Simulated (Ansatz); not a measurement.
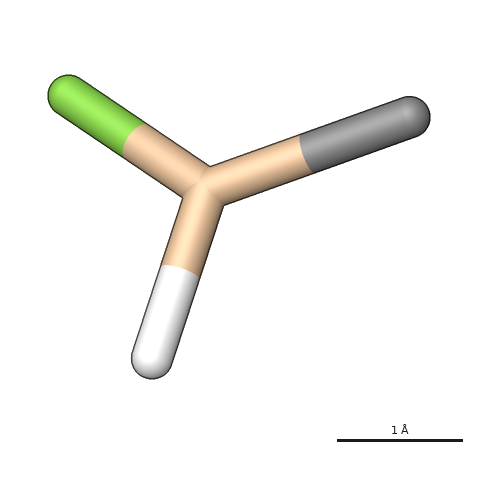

Stick drawing of a structure. Every bond is drawn as one stick, whatever its order. Colours: fluorine green, carbon grey, silicon light orange, hydrogen white.

Description:

The molecule is CHFSi. The point group is Cs. All atoms lie on one plane. Coordination: 1 Si trigonal planar.

More results for the same structure follow; atom numbers are the same in all pictures, views and colours differ. The geometry was computed by an optimisation with PBE0-D4/def2-TZVP. No frequency run is at hand to confirm it as a minimum.

### Shape

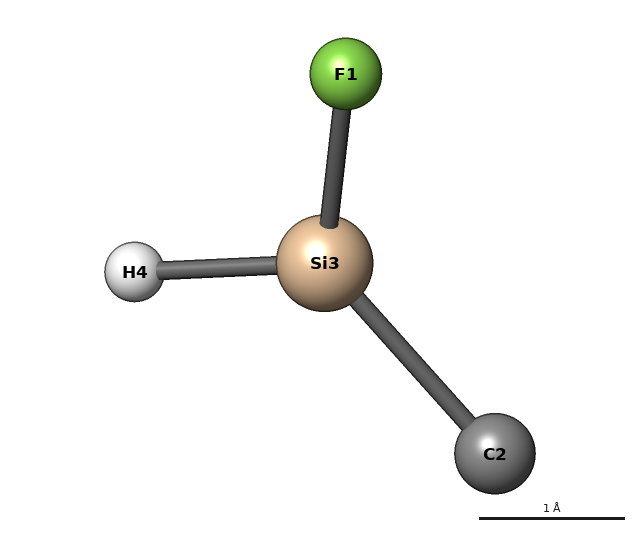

No frequency run is at hand to confirm it as a minimum.

Which atoms are bonded, and how long are the bonds?

| bond | length (Å) |
| --- | --- |
| F1–Si3 | 1.588 |
| C2–Si3 | 1.782 |
| Si3–H4 | 1.480 |

### Dipole moment

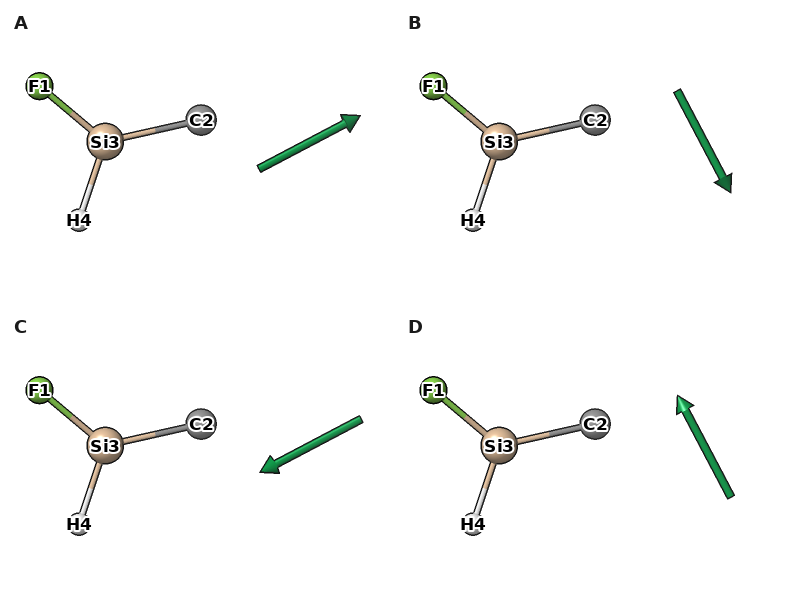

The same molecule four times, each with an arrow. No frequency run is at hand to confirm it as a minimum. Method: RKS PBE0-D4/def2-TZVP (Ansatz 0.2.0).

Which arrow points along the dipole moment, from the negative to the positive end?

C. The dipole moment is 2.37 D; it points from the side of C2 to the side of H4 (the outermost atoms at the two ends).

### Electronic properties

No frequency run is at hand to confirm it as a minimum. Level of theory: RKS PBE0-D4/def2-TZVPP (Ansatz 0.2.0).

Computed properties:

- HOMO energy (Kohn–Sham orbital): −6.99 eV
- LUMO energy (Kohn–Sham orbital): −4.38 eV
- HOMO–LUMO gap: 2.61 eV

### Charges

The questions are on Mulliken charges. No frequency run is at hand to confirm it as a minimum. Method: RKS PBE0-D4/def2-TZVP (Ansatz 0.2.0).

Which atom carries the highest charge (most positive or least negative)?

Si3 (0.45 e).

And the lowest?

F1 (−0.28 e).

Give the Mulliken charges atom by atom.

```json
{"atom": "F1", "value (e)": "−0.28"}
{"atom": "C2", "value (e)": "−0.21"}
{"atom": "Si3", "value (e)": "0.45"}
{"atom": "H4", "value (e)": "0.03"}
```

Mulliken values depend strongly on the basis set and can even reverse the polarity of a bond.
